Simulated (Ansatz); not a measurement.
H4OSi···NH3

Input

```
crystal:
  periodic: [false, false, false]
  atoms:
    - {symbol: Si, position_ang: [-0.688077, 0.331762, -0.693702]}
    - {symbol: N, position_ang: [0.465798, -0.676843, 1.220550]}
    - {symbol: H, position_ang: [-1.097827, -1.090011, -0.832348]}
    - {symbol: H, position_ang: [-1.360866, 1.018380, 0.439611]}
    - {symbol: H, position_ang: [-1.303565, 0.986412, -1.907669]}
    - {symbol: H, position_ang: [0.973507, 0.059483, 1.695382]}
    - {symbol: O, position_ang: [0.927798, 0.678571, -0.933437]}
    - {symbol: H, position_ang: [-0.118323, -1.155533, 1.894866]}
    - {symbol: H, position_ang: [1.147051, -1.332389, 0.857740]}
    - {symbol: H, position_ang: [1.054706, 1.180067, -1.740994]}
basis:
  gaussian: {orbitals: def2-TZVPP}
hamiltonian: {xc: pbe0, dispersion: d4}
output: {orbitals: {seedname: orbitals}}
```

Launched as:

```sh
ansatz run in.yaml --threads 2 --pin off --events-out ev --progress --plain --max-ram 4352MiB
```

The product side of a reaction path; geometry: PBE0-D4/def2-TZVP.

Computed with Ansatz 0.2.0, RKS PBE0-D4/def2-TZVPP.

**Predict the electron density and electron localisation function between the atoms.**

Si1···N2 (2.45 Å): the density falls to about 0.22 e/Å³ on the way; the ELF peaks at about 0.95 in the valence shell of N, 0.7 Å from its nucleus, and is about 0.40 at the midpoint.
Si–O (1.67 Å): ρ at the midpoint is about 1.1 e/Å³; the ELF peaks at about 0.90 between the atoms (a shared but strongly polarised pair).
O–H (0.96 Å): ρ is about 3.8 e/Å³ halfway; the ELF climbs to about 1 towards the hydrogen, as it does in any bond to H: a covalent bond by its length.
N–H (1.01 Å): ρ is about 2.9 e/Å³ halfway; the ELF climbs to about 1 towards the hydrogen (an ordinary covalent bond to hydrogen).

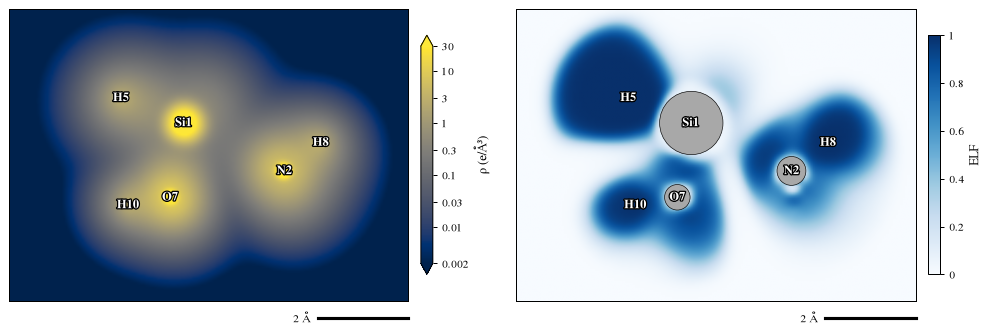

Computed electron density and electron localisation function on the plane of atoms H5, Si1 and O7, in this order. Grey discs cover the atomic cores in the ELF map. 
